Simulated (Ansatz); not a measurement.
**Cl₂HOZn (doublet): density, localisation and related maps**

| atom | x (Å) | y (Å) | z (Å) |
| --- | --- | --- | --- |
| Zn | -0.0637 | -0.2207 | 0.9082 |
| Cl | 0.4115 | -1.9826 | 2.1604 |
| O | -0.4085 | -0.0074 | -0.8838 |
| H | 0.3944 | 0.1401 | -1.4228 |
| Cl | -0.0790 | 1.1533 | 2.6410 |

Theory: UKS PBE-D4/def2-SVP in Ansatz 0.2.0.

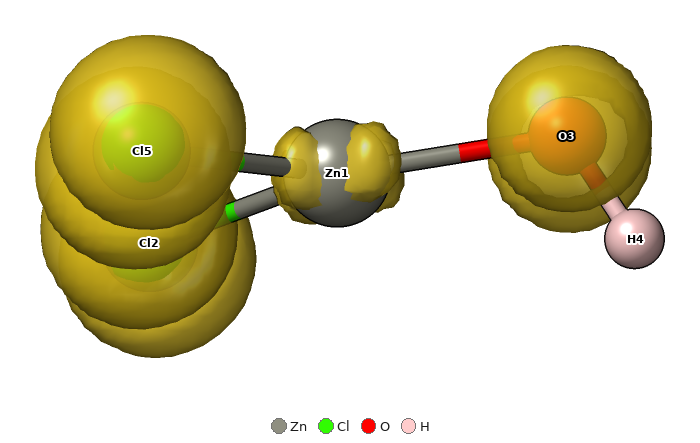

Figure 1. Isosurface of the spin density (α minus β) at +0.03 e/Å³ (yellow), seen from one side.

### Where is the unpaired spin?

The unpaired spin (1 electron) lies mostly on Cl2 (about 0.3), Cl5 (about 0.3), O3 (about 0.3) and Zn1 (about 0.1), in electrons by Hirshfeld's partition.

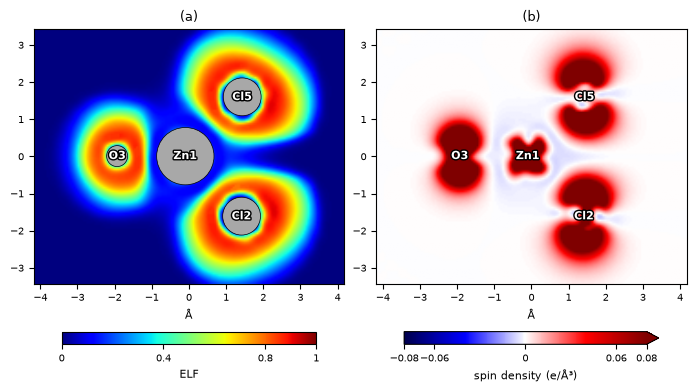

Figure 2. (a) electron localisation function; (b) spin density (α minus β) on the plane of atoms Cl2, Zn1 and Cl5. Grey discs cover the atomic cores in the ELF map.

### What do the fields say about this system?

- The section cuts through Zn, Cl and O sites.
- Zn–O (1.84 Å): the ELF peaks at about 0.85 in the valence shell of O, 0.6 Å from its nucleus, and is about 0.20 at the midpoint.
- Zn–Cl (2.21 Å): the ELF peaks at about 0.80 in the valence shell of Cl, 0.8 Å from its nucleus, and is about 0.40 at the midpoint.
- The ELF also peaks beside Cl2, O3 and Cl5, away from the bonds: non-bonding electrons, paired or unpaired.

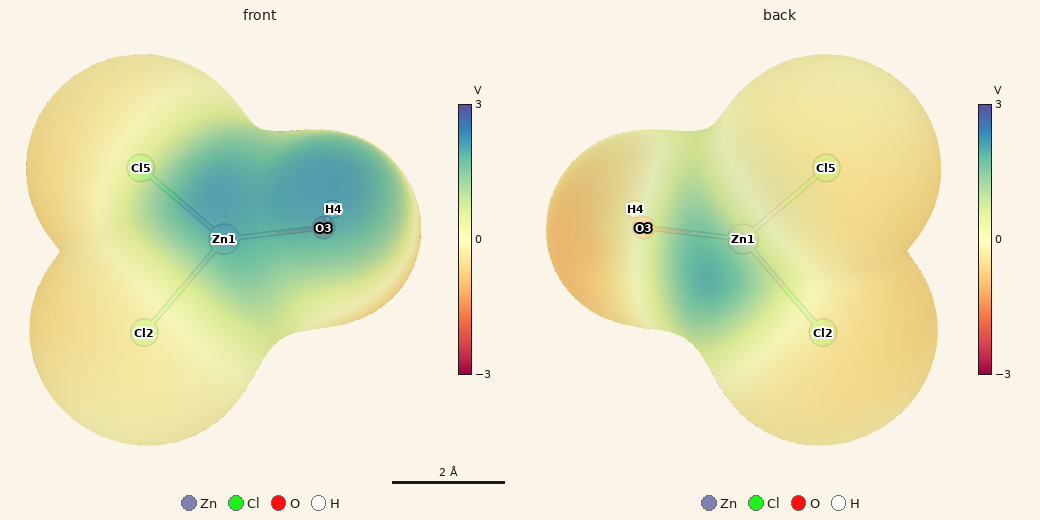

Figure 3. The electrostatic potential painted on the density surface at 0.001 e/bohr³, seen from the front and from behind; red is negative and blue positive.

### Which sites attract a positive test charge, and which a negative one?

A positive charge is drawn to the negative regions and a negative charge to the positive ones. The most negative region (about −1.0 V) lies over O3, the most positive (about +2.2 V) over Zn1 and H4.
